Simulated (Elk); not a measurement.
# Converging shifted k-point meshes: Na (Im-3m, 1 atom in the cell)

```xyz
1
Lattice="-2.1406 2.1406 2.1406 2.1406 -2.1406 2.1406 2.1406 2.1406 -2.1406" Properties=species:S:1:pos:R:3 pbc="T T T"
Na     0.0000     0.0000     0.0000
```

Method of the run: PBE, all-electron FP-LAPW, Elk's shipped species files, default APW+lo basis run with Elk.

Base settings: xctype = 20; rgkmax = 7; stype = 3; swidth = 0.00367493 Ha; ngridk = 11 11 11.

In this ladder: vkloff = 0.5 0.5 0.5.

Only quantities that move along the ladder and can be compared are tabulated.

The starting cell has typed, rounded lattice constants, without a prior relaxation at this level. Its lattice was rescaled by up to half a per cent. Values depend on the basis (sphere radii, cutoffs, local orbitals), which need not be converged.

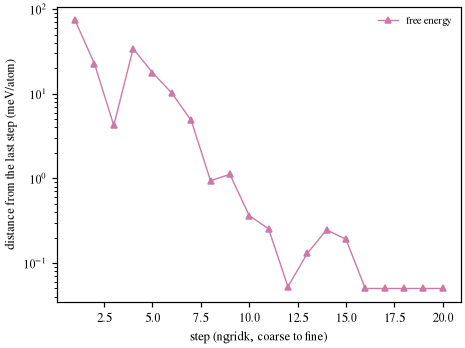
Distance from the last step along the ladder; very small values are drawn at a floor.

```csv
ngridk,free energy less the last step's (meV/atom)
2 2 2,73.60
3 3 3,22.67
4 4 4,-4.23
5 5 5,34.11
6 6 6,-17.82
7 7 7,10.18
8 8 8,-4.85
9 9 9,0.94
10 10 10,-1.12
11 11 11,-0.36
13 13 13,0.25
14 14 14,-0.05
16 16 16,0.13
17 17 17,-0.25
19 19 19,-0.19
21 21 21,0.01
23 23 23,0.01
26 26 26,-0.01
29 29 29,0.03
32 32 32,0.03
35 35 35,0.00
```

Coarsest ngridk that holds the free energy within 2 meV/atom of the last step, with all finer ones: 9 9 9; the step before is off by 4.8 meV/atom.
